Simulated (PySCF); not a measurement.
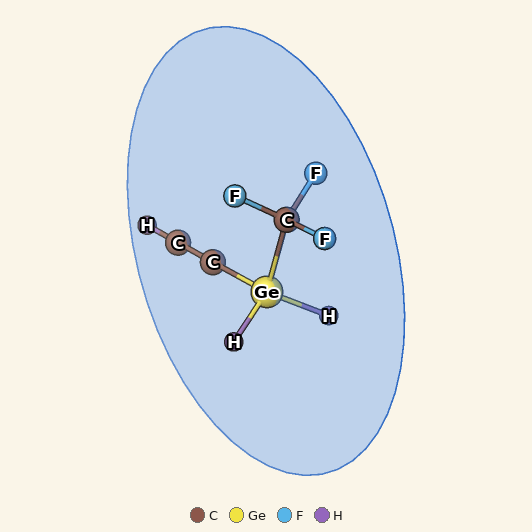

All proper rotation axes (lines) and mirror planes (discs) of the structure are drawn in. Distant atoms are faded towards the background colour. The computed structure is the end point of a PBE0-D3(BJ)/def2-SVP optimisation. No frequency run is at hand to confirm it as a minimum.

Q: Name the symmetry elements and the point group.

A: It has 1 mirror plane. Point group Cs. The group has 2 operations. The geometry is achiral, and symmetry allows a dipole moment.
